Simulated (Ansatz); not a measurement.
## Electronic structure of CH2OSi2 in real space

Input

```
crystal:
  periodic: [false, false, false]
  atoms:
    - {symbol: C, position_ang: [-0.387150, 1.694401, -0.291090]}
    - {symbol: O, position_ang: [0.098335, -0.634406, -1.176699]}
    - {symbol: Si, position_ang: [-0.974554, 0.081542, -0.152891]}
    - {symbol: Si, position_ang: [0.868916, 0.985966, -1.464000]}
    - {symbol: H, position_ang: [-2.008940, -0.766685, 0.508741]}
    - {symbol: H, position_ang: [-0.606156, 2.680591, 0.094652]}
basis:
  gaussian: {orbitals: def2-TZVPD}
total_charge: 0
magnetization: {spin_polarized: false}
hamiltonian: {xc: {name: PBE0}}
output: {forces: true, orbitals: {seedname: orbitals}}
```

Launched as:

```sh
ansatz run input.yaml --threads 1 --pin off --max-ram 2610MiB --events-out events.jsonl --progress --plain --runs-dir runs
```

Geometry: B3LYP/6-31G*.

Computed with isolated molecule in a Gaussian basis; Kohn-Sham density functional theory, functional PBE0 (Ansatz 0.2.0).

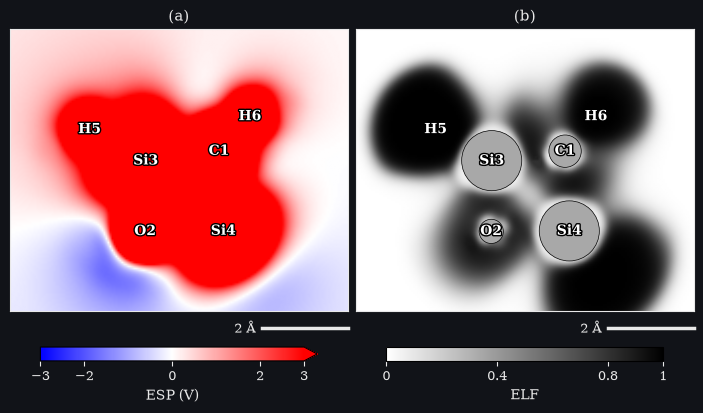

Figure 1. (a) electrostatic potential; (b) ELF on the molecular plane. Grey discs cover the atomic cores in the ELF map.

### What do the fields say about this system?

The section cuts through C, O, Si and H sites.
Si–O (1.65 Å): the ELF peaks at about 0.85 between the atoms; a shared but strongly polarised pair.
C–Si (1.72 Å): the ELF peaks at about 0.90 between the atoms: a covalent bond.
Si–Si (2.44 Å): the ELF is about 0.25 at the midpoint.
C–H (1.08 Å): the ELF climbs to about 1 towards the hydrogen, as it does in any bond to H: a covalent bond by its length.
Si–O (1.82 Å): the ELF peaks at about 0.85 between the atoms (a polar covalent bond).
The ELF also peaks beside Si4 and O2, away from the bonds: lone-pair regions.
Outside the dense part of the molecule the potential is most negative (−1.7 V) near O2.

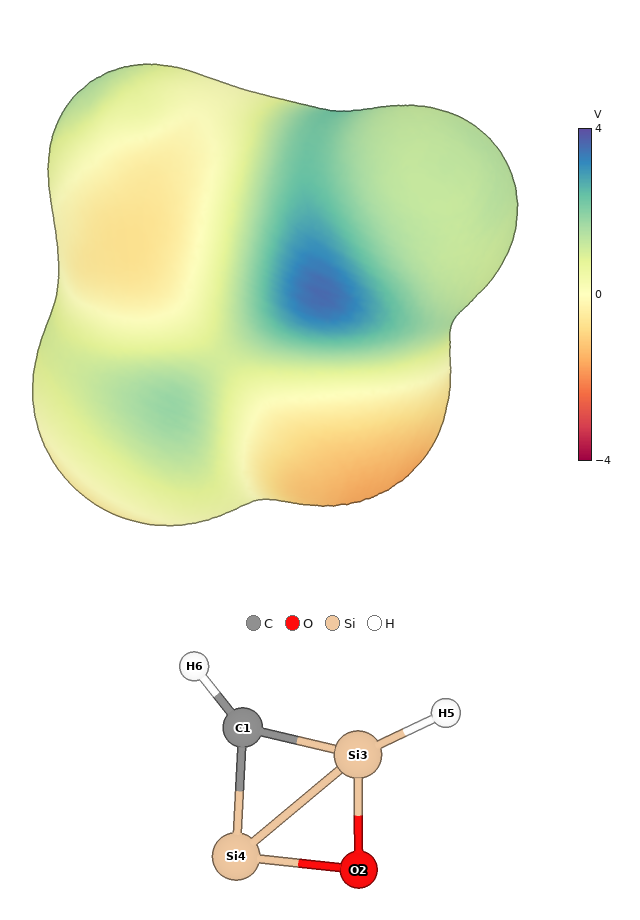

Figure 2. The electrostatic potential painted on the density surface at 0.004 e/bohr³, seen at a tilt; the colour scale runs from red (negative) to blue (positive). The bare structure is drawn below in the same view.

### Which sites attract a positive test charge, and which a negative one?

A positive charge is drawn to the negative regions and a negative charge to the positive ones. The most negative region (about −1.6 V, or −37 kcal/mol for a unit charge) lies over O2, the most positive (about +3.5 V, or +81 kcal/mol for a unit charge) over Si3. O2 is the likeliest acceptor of a hydrogen bond.

### What dipole moment does the calculation give?

Its dipole moment is 2.49 D.

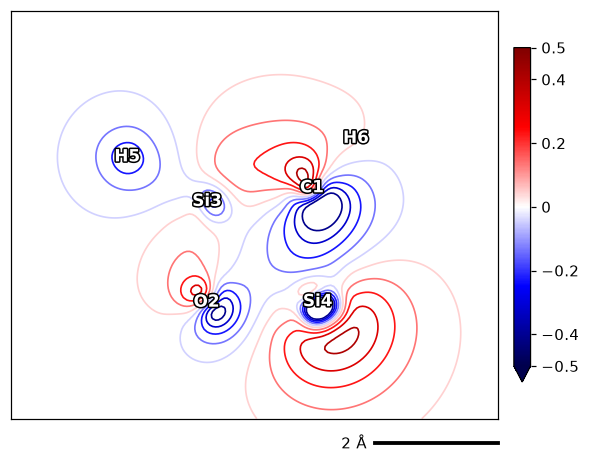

Figure 3. One frontier orbital on the molecular plane (values in Å⁻³ᐟ²; the overall sign is arbitrary).

### Which orbital is it: HOMO or LUMO?

The HOMO, at −6.59 eV. Its weight (Hirshfeld) is mainly on Si4 (about 60 %), C1 (about 20 %) and Si3 (about 10 %); it is symmetric in the molecular plane (an in-plane orbital: σ, lone-pair or in-plane π type).
